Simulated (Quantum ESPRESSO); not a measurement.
**What a tighter setting buys: ecutwfc, HfMg6Bi (Amm2, 8 atoms in the cell)**

Cell: a = 5.2001 Å, b = 6.3891 Å, c = 6.3891 Å, α = 61.44°, β = 90.00°, γ = 90.00°.

Level of theory: PBEsol, PseudoDojo standard norm-conserving (PBESOL) pseudopotentials (plane waves; Quantum ESPRESSO 7.5).

Base settings: ecutwfc = 85 Ry; occupations = smearing; smearing = cold; degauss = 0.0147 Ry; potentials = {Mg: Mg.upf, Hf: Hf.upf, Bi: Bi.upf}; K_POINTS = automatic 4 3 3 0 0 0; conv_thr = 1e-10 Ry.

Misses are taken against the tightest run, 110 Ry, which need not be fully converged itself. The energy is the free energy per atom.

The count of work is k-points × plane waves × bands × iterations; it is no time, and leaves out set-up, grids and terms that scale otherwise. Core times come from one kind of shared machine and are given to one figure; runs under 30 s give none.

The starting cell comes from a database of computed structures (which also holds hypothetical and non-ambient phases and stackings), without a prior relaxation at this level.

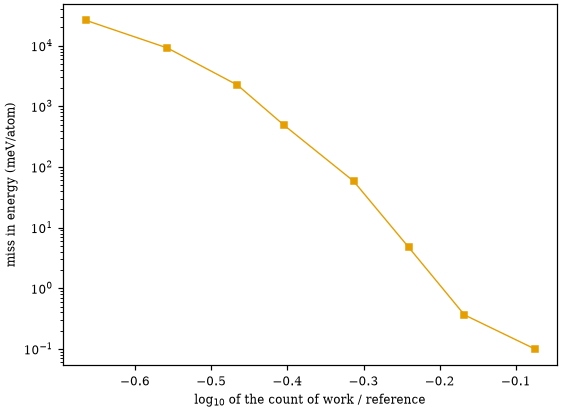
Miss against the count of work; the reference run is not drawn, and misses under 0.1 meV/atom are drawn there.

```csv
ecutwfc,energy less reference (meV/atom),pressure less reference (GPa),largest difference in the force on any atom (eV/Å),count of work / reference,core time / reference (rough)
34 Ry,26275.13,-499.71,0.055,0.22,0.2
42 Ry,9186.81,-250.61,0.035,0.28,0.2
51 Ry,2251.92,-90.36,0.029,0.34,0.3
59 Ry,494.65,-27.77,0.010,0.39,0.3
68 Ry,58.57,-4.91,0.003,0.49,0.4
76 Ry,4.75,-0.58,0.005,0.57,0.5
85 Ry,0.36,-0.01,0.005,0.68,0.7
98 Ry,0.09,-0.01,0.006,0.84,1.0
110 Ry,0.00,0.00,0.000,1.0,1
```

Coarsest setting among those run that, with all tighter ones, holds the energy within 20 meV/atom of the reference: 76 Ry, off by 4.8 meV/atom; its saving against the reference is no more than about a factor of 2 in the count of work.

The step from 34 Ry to 68 Ry: it takes the miss in the energy from 26000 to 59 meV/atom, for 2.2 times the count of work and roughly 3 times the time.
